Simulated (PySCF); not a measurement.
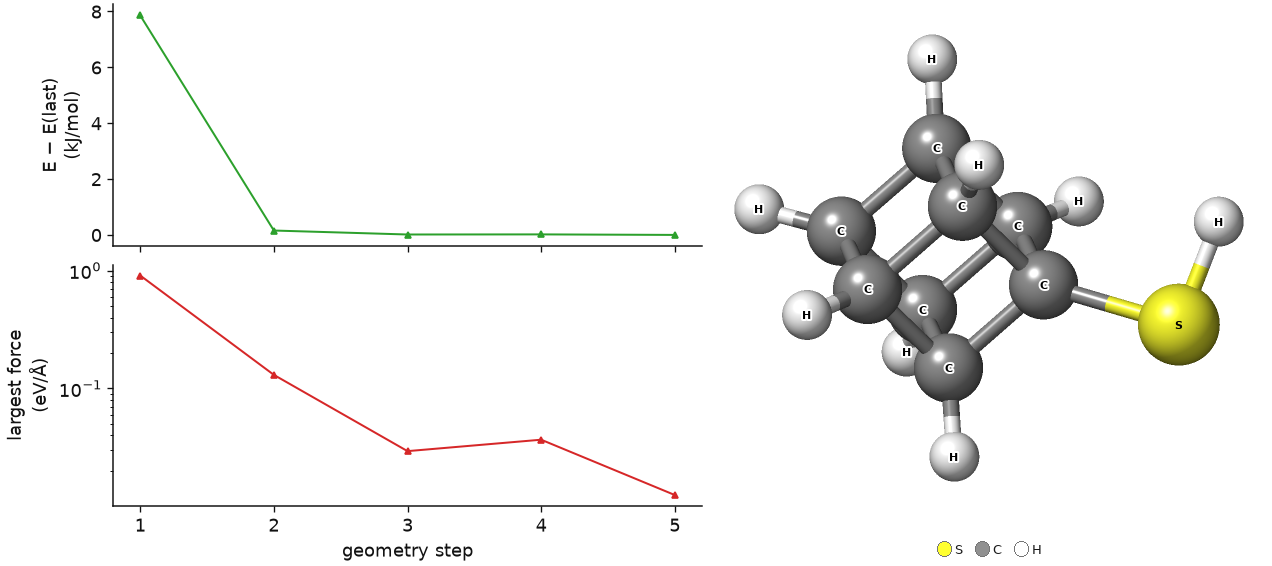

Beside the plot: the molecule at the start.

History of a geometry optimisation.

- system: C8H8S (SMILES S[C@]12[C@H]3[C@@H]4C5[C@H]3[C@H]1[C@@H]5[C@@H]42)
- method: PBE0-D3(BJ)/def2-SVP, geometry optimisation (PySCF)

How did the optimisation end?

The optimisation met its thresholds at geometry 5, counting the start as the first. The energy fell by about 7.9 kJ/mol from the first step to the last. The largest force goes from about 0.91 eV/Å at the start to 0.012 eV/Å at the end.
